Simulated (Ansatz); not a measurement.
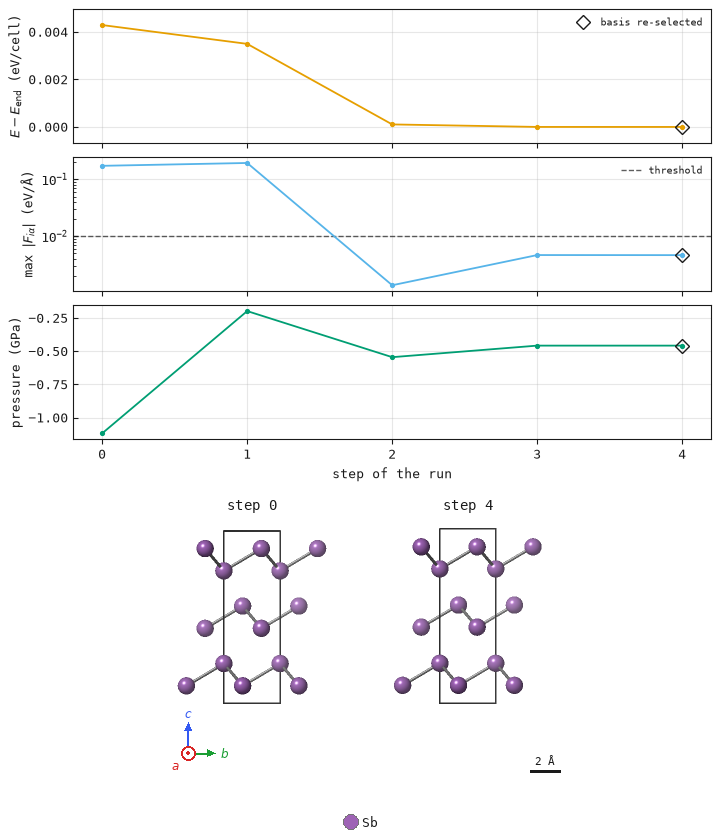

First and last geometry of a relaxation of a crystal of Sb (built on the A7 type), with the history of the run. Style: ball-and-stick. Shown: the conventional cell (3 times the calculation's cell), along the a axis. Lengths and directions refer to the drawn axes.

Case: volume 31.697 Å^3/atom.

All numbers below come from Ansatz 0.2.0, DFT HSE06, scalar-relativistic, plane waves, PAW. Set-up: plane-wave cutoff 600 eV; k-point mesh 6 × 6 × 6; occupations gaussian; smearing width 0.05 eV; no spin polarisation; cell relaxed at fixed volume; force threshold 0.01 eV/Å; at most 40 steps.

**What do the curves and the structures tell?**

It converged. After 3 accepted moves (4 points after the start) the energy has fallen by 4.3 meV per cell of the calculation. The largest force component goes from 0.17 to 0.0047 eV/Å. The pressure goes from −1.12 to −0.46 GPa. At 1 point the geometry stayed and the basis and grid were re-selected for the new cell (energy shift of less than 0.05 meV per cell of the calculation at most each time). The largest moves relative to the cell, 0.017 Å, are those of Sb atoms. The drawn cell changes at constant volume: a = b 4.357 → 4.329 Å (−0.6 %), c 11.570 → 11.719 Å (+1.3 %). Among the contacts that change: Sb–Sb 2.926 → 2.904 Å. The space group stays R-3m (No. 166).

```
step  E − E(0), meV/atom  largest force component, eV/Å  pressure, GPa                      note
   0                0.00                         0.1739          -1.12                          
   1               -0.40                         0.1952          -0.20                          
   2               -2.09                         0.0014          -0.54                          
   3               -2.15                         0.0047          -0.46                          
   4               -2.15                         0.0047          -0.46  same geometry, new basis
```
